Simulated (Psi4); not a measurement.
# CH5BO2 (SMILES COBO) at TPSS/cc-pVDZ

What is the energy change on altering one bond length of CH5BO2 at TPSS/cc-pVDZ? 

The calculation is run with Psi4 1.11.

1 further run of the same task is left out (it didn't finish). Runs told in other sessions of the task aren't counted.

## Step 1: Starting point

CH5BO2: 9 atoms, total charge 0, spin state singlet. As SMILES, `COBO`. The coordinates come from a PBE0-D4/def2-TZVP relaxation. This is one conformer, not always the lowest.

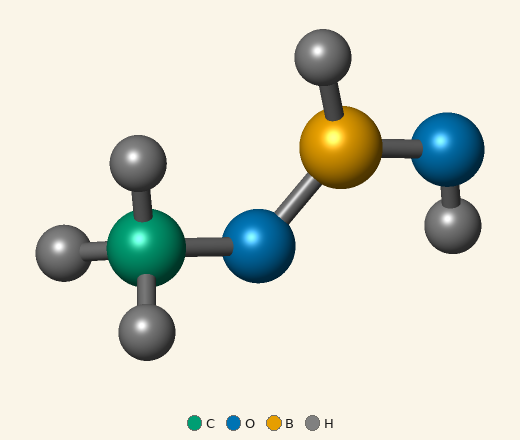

The structure, seen from a chosen angle (carbon teal, oxygen blue, boron amber, hydrogen grey).

## Step 2: Energy and forces at TPSS/cc-pVDZ

File job.json:

```json
{
  "schema_name": "qcschema_input",
  "schema_version": 1,
  "molecule": {
    "schema_name": "qcschema_molecule",
    "schema_version": 2,
    "symbols": ["C", "O", "B", "O", "H", "H", "H", "H", "H"],
    "geometry": [0.53252482, 1.51537138, -1.9981964, -0.21448392, 0.85944744, 0.47432126, -0.25492405, -1.57622056, 1.26914007, -0.99135032, -2.11365867, 3.66323409, 1.07355341, -0.15080014, -3.0946155, 2.13803614, 2.80888891, -1.90144243, -1.02952279, 2.47081691, -2.95118529, 0.34752063, -3.2850999, -0.08995096, -1.43411316, -0.61661763, 4.59619188],
    "molecular_charge": 0,
    "molecular_multiplicity": 1,
    "fix_symmetry": "c1",
    "fix_com": true,
    "fix_orientation": true
  },
  "driver": "gradient",
  "model": {
    "method": "tpss",
    "basis": "cc-pVDZ"
  },
  "keywords": {
    "puream": true,
    "e_convergence": 1e-09,
    "d_convergence": 1e-08,
    "scf_type": "pk",
    "dft_radial_points": 99,
    "dft_spherical_points": 590
  }
}
```

Started as:

```bash
$ psi4 --qcschema job.json -n 1 --memory 2200MB
```

stdout, cut to the lines that bear on the results:

```text
[...]
  Running in c1 symmetry.
[...]
  Nuclear repulsion =  115.438950572107530
[...]
  Multiplicity = 1
[...]
  Nalpha       = 16
  Nbeta        = 16
[...]
    Number of basis functions: 81
[...]
   @RKS iter   1:  -216.22345181910276   -3.22589e-01   1.05897e-02 ADIIS/DIIS
[...]
   @RKS iter  11:  -216.54105354290979   -5.05906e-12   3.89966e-09 DIIS
[...]
    Orbital Energies [Eh]
    ---------------------
    Doubly Occupied:
       1A    -18.906353     2A    -18.902697     3A    -10.051754
       4A     -6.622607     5A     -0.976093     6A     -0.943671
       7A     -0.645846     8A     -0.507219     9A     -0.468265
      10A     -0.422544    11A     -0.414282    12A     -0.338626
      13A     -0.317968    14A     -0.313041    15A     -0.273246
      16A     -0.251924
[...]
  @RKS Final Energy:  -216.54105354290979
   => Energetics <=
    Nuclear Repulsion Energy =            115.4389505721075295
    One-Electron Energy =                -523.6021362277170965
    Two-Electron Energy =                 220.2944390772872225
    DFT Exchange-Correlation Energy =     -28.6723069645874169
    Empirical Dispersion Energy =           0.0000000000000000
    VV10 Nonlocal Energy =                  0.0000000000000000
    Total Energy =                       -216.5410535429097934
[...]
 Multipole Moments:
 ------------------------------------------------------------------------------------
     Multipole            Electronic (a.u.)      Nuclear  (a.u.)        Total (a.u.)
 ------------------------------------------------------------------------------------
 L = 1.  Multiply by 2.5417464519 to convert [e a0] to [Debye]
 Dipole X            :          6.6647284           -6.6306710            0.0340574
 Dipole Y            :          8.2170892           -7.5953762            0.6217130
 Dipole Z            :        -24.2967177           24.0159624           -0.2807552
 Magnitude           :                                                    0.6830157
[...]
  -Total Gradient:
     Atom            X                  Y                   Z
    ------   -----------------  -----------------  -----------------
       1       -0.001722527994    -0.000417609055     0.005217344982
       2        0.004005622184    -0.010523676869    -0.009105772671
       3       -0.002536187444     0.005852035729     0.005821682461
       4        0.000061074958     0.015817636708    -0.004522375718
       5       -0.002219082578     0.006633971146     0.004632062776
       6       -0.006415388859    -0.005451232982    -0.000466678065
       7        0.006344481186    -0.004102858007     0.003739881921
       8       -0.000741409264     0.004158592504     0.001171013148
       9        0.003220233778    -0.011958641984    -0.006479216475
[...]
```

Wall time 73 s (1 thread of Intel Xeon Platinum 8259CL at 2.50GHz (Skylake/Cascade Lake), shared host); peak memory 1.2 GiB.

## Step 3: The distorted shape at the same level

File input.json:

```json
{
 "schema_name": "qcschema_input",
 "schema_version": 1,
 "molecule": {
  "schema_name": "qcschema_molecule",
  "schema_version": 2,
  "symbols": ["C", "O", "B", "O", "H", "H", "H", "H", "H"],
  "geometry": [0.76683763, 1.37205077, -1.85524429, 0.0198289, 0.71612683, 0.61727337, -0.02061124, -1.71954117, 1.41209218, -0.75703751, -2.25697928, 3.8061862, 1.30786622, -0.29412075, -2.95166339, 2.37234895, 2.6655683, -1.75849031, -1.02952279, 2.47081691, -2.95118529, 0.58183345, -3.4284205, 0.05300115, -1.19980034, -0.75993824, 4.73914399],
  "molecular_charge": 0,
  "molecular_multiplicity": 1,
  "fix_symmetry": "c1",
  "fix_com": true,
  "fix_orientation": true
 },
 "driver": "gradient",
 "model": {
  "method": "tpss",
  "basis": "cc-pVDZ"
 },
 "keywords": {
  "reference": "rks",
  "puream": true,
  "e_convergence": 1e-09,
  "d_convergence": 1e-08,
  "scf_type": "pk",
  "dft_radial_points": 99,
  "dft_spherical_points": 590,
  "scf_properties": ["DIPOLE", "QUADRUPOLE", "LOWDIN_CHARGES"]
 }
}
```

Started as:

```bash
$ psi4 --qcschema input.json -n 1 --memory 2200MB
```

stdout, cut to the lines that bear on the results:

```text
[...]
  Running in c1 symmetry.
[...]
  Nuclear repulsion =  114.831905757648286
[...]
  Multiplicity = 1
[...]
  Nalpha       = 16
  Nbeta        = 16
[...]
    Number of basis functions: 81
[...]
   @RKS iter   1:  -216.21415673938631   -3.53810e-01   1.05527e-02 ADIIS/DIIS
[...]
   @RKS iter  12:  -216.53122536495903   -3.97904e-13   1.58324e-09 DIIS
[...]
    Orbital Energies [Eh]
    ---------------------
    Doubly Occupied:
       1A    -18.909756     2A    -18.904550     3A    -10.066600
       4A     -6.624932     5A     -0.978517     6A     -0.945611
       7A     -0.637564     8A     -0.508762     9A     -0.470016
      10A     -0.422877    11A     -0.401280    12A     -0.338368
      13A     -0.316889    14A     -0.314817    15A     -0.274856
      16A     -0.251901
[...]
  @RKS Final Energy:  -216.53122536495903
   => Energetics <=
    Nuclear Repulsion Energy =            114.8319057576482862
    One-Electron Energy =                -522.3822179247558779
    Two-Electron Energy =                 219.6379178181356338
    DFT Exchange-Correlation Energy =     -28.6188310159870980
    Empirical Dispersion Energy =           0.0000000000000000
    VV10 Nonlocal Energy =                  0.0000000000000000
    Total Energy =                       -216.5312253649590275
[...]
  -Total Gradient:
     Atom            X                  Y                   Z
    ------   -----------------  -----------------  -----------------
       1        0.046133380339    -0.027645816373     0.029204749743
       2        0.003182001958    -0.013565649751    -0.004622014082
       3       -0.002048544224     0.007508352307     0.005649841150
       4       -0.000254516732     0.015485133446    -0.004020483221
       5        0.000394836861     0.005783841773     0.005753058089
       6       -0.003653134491    -0.007229568665     0.000409340779
       7       -0.046317415863     0.027619760223    -0.026937761610
       8       -0.000723490565     0.004036578445     0.001148706453
       9        0.003291012788    -0.011985834086    -0.006575338762
[...]
```

Wall time 77 s (1 thread of Intel Xeon Platinum 8259CL at 2.50GHz (Skylake/Cascade Lake), shared host); peak memory 1.2 GiB.

## Step 4: What came out

Level: TPSS/cc-pVDZ.

```
                                                         quantity          value
                                        first shape: total energy  -216.54105 Eh
                                       first shape: dipole moment         1.74 D
                                         first shape: HOMO energy       -6.86 eV
                                         first shape: LUMO energy        0.62 eV
                                       first shape: HOMO–LUMO gap        7.48 eV
                            first shape: largest force on an atom     0.846 eV/Å
                                    distorted shape: total energy  -216.53123 Eh
                                   distorted shape: dipole moment         1.59 D
                                     distorted shape: HOMO energy       -6.85 eV
                                     distorted shape: LUMO energy        0.55 eV
                                   distorted shape: HOMO–LUMO gap        7.40 eV
                        distorted shape: largest force on an atom     3.147 eV/Å
energy change with the C1–H7 bond stretched from 1.092 to 1.256 Å       0.267 eV
```

In words: With the C1–H7 bond stretched from 1.092 to 1.256 Å the energy rises by 0.27 eV (25.8 kJ/mol). The first shape isn't relaxed at this level, so the change isn't measured from a minimum. The largest force (first shape) is 0.85 eV/Å: the shape isn't a stationary point for this species at this level.
